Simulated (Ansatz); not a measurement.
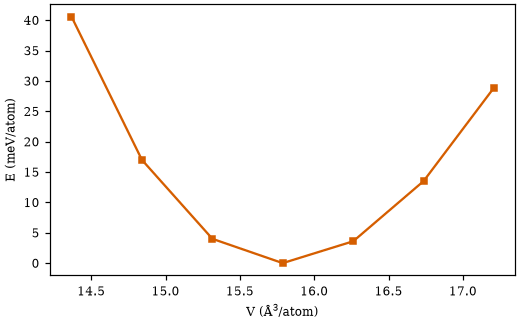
Fig. 1. Al (fcc (Cu type), Fm-3m) under volume change, plane-wave PAW PBE+D3(BJ) (Ansatz code), scaled uniformly.

What does a third-order Birch–Murnaghan fit give for V₀, B₀ and B′?

V₀ = 15.79 Å³/atom, B₀ = 85.4 GPa, B′ = 4.6.

The cell was relaxed with PBE+D3(BJ) under the symmetry of its start. The pairwise dispersion correction was not fitted to metals.

Potentials: the later of the program's two PAW sets.
